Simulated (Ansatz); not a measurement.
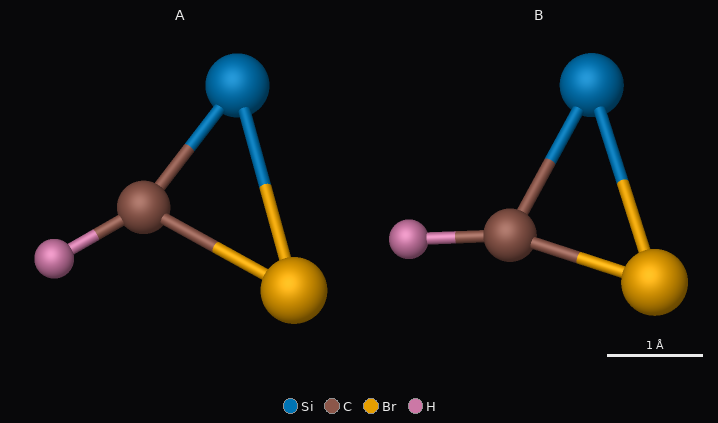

Two geometries of CHBrSi, drawn at one scale. One is the start of a relaxation, the other its converged end. A ball-and-stick model, seen at a tilt.

The calculation used RKS PBE-D4/def2-SVP (Ansatz 0.2.0). Settings: force threshold 0.03 eV/Å; at most 250 steps.

Which of the two is the end point?

Structure A is the relaxed one. It is one of the separated reactants of a reaction. After 7 geometry steps the energy has fallen by 45.1 kcal/mol. Largest force component: 7.4 eV/Å at the start, 0.015 eV/Å at the end. The largest move after the best rigid fit is that of the C atom, 0.36 Å. By element the largest moves are C 0.36 Å, H 0.25 Å, Br 0.10 Å, Si 0.05 Å. Among the contacts that change: Br–C 1.705 → 1.991 Å, C–Si 1.982 → 1.736 Å, Br–Si 2.601 → 2.672 Å, C–H 1.079 → 1.098 Å. Among the angles between lasting bonds that change: Br–C–H 157.4° → 113.6°, Si–C–H 113.3° → 155.0°, Si–Br–C 49.7° → 40.5°.
